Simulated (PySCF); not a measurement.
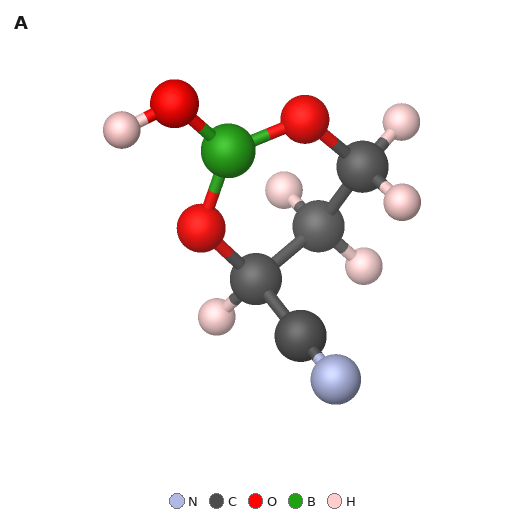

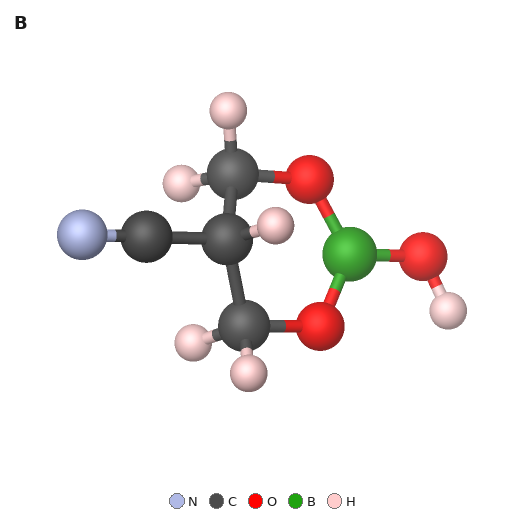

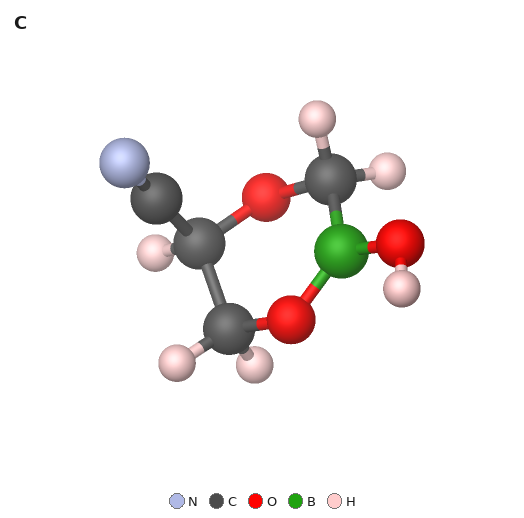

3 stationary structures of one formula. Geometries: GFN2-xTB. Electronic energies: ωB97X-D/def2-SVPD (PySCF 2.14.0), without zero-point energy. No frequency run is at hand to confirm each as a minimum.

How are they related?

Answer. They are constitutional isomers of C4H6BNO3: A `N#C[C@@H]1CCOB(O)O1`, B `N#CC1COB(O)OC1`, C `N#C[C@@H]1COB(O)CO1`.

Rank them by energy, lowest first.

Answer. B is lowest; A lies 0.064 eV above it, C lies 1.680 eV above it.

The geometry is semi-empirical. Around B such bond lengths and angles can be off by a tenth of an ångström or more and by several degrees, and values that hang on the shape move with them.
